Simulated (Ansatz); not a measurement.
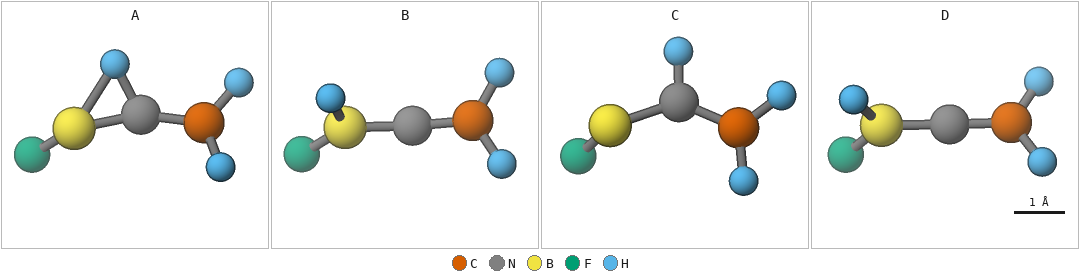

4 geometries from a converged minimum-energy path of CH3BFN, shuffled. A ball-and-stick model, seen from a free direction.

Method: RKS B3LYP-D4/def2-SVP (Ansatz 0.2.0). Settings: 5 movable images; climbing image; force threshold 0.05 eV/Å; iteration limit 60; starting path through a guess of the saddle point.

Question: Which of them lies highest in energy?

Answer: A. In order along the path, whose images run from 0 to 6: D (image 0, 0.0 kcal/mol), B (image 1, +5.4 kcal/mol), A (image 3, +84.1 kcal/mol), C (image 5, +71.0 kcal/mol). A hydrogen atom shifts from one atom to another. Breaking: B–H (1.21 → 2.11 Å). Forming: H–N (2.24 → 1.02 Å).
